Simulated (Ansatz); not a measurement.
```xyz
8

C    -1.7053    0.9907   -1.5513
Si   -0.1662    0.8778   -0.7719
Si    0.6783   -0.6476    0.8184
H    -2.3634    0.1658   -1.1898
H     0.9400    1.8645   -1.0613
H     1.1062   -0.0948    2.1658
H     1.8826   -1.4825    0.4225
H    -0.3722   -1.6738    1.1675
```

The calculation used RKS PBE0-D4/def2-SVP in Ansatz 0.2.0.

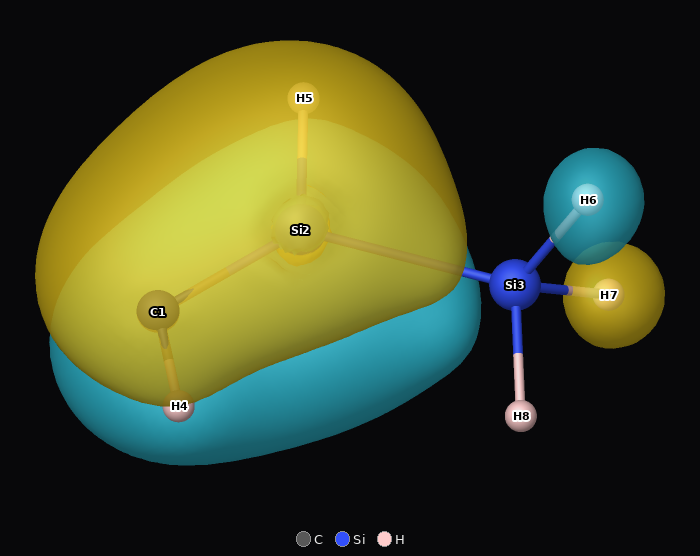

CH₅Si₂ (SMILES [CH-]=[SiH][SiH3]) (charge −1). The HOMO−1 at ±0.06 Å⁻³ᐟ² (yellow and cyan are the two phases), seen at a tilt.

**What is the character of this orbital?**

It lies mainly on Si2 (about 50 %) and C1 (about 35 %); π-bonding across Si2–C1. Its energy is −0.67 eV.
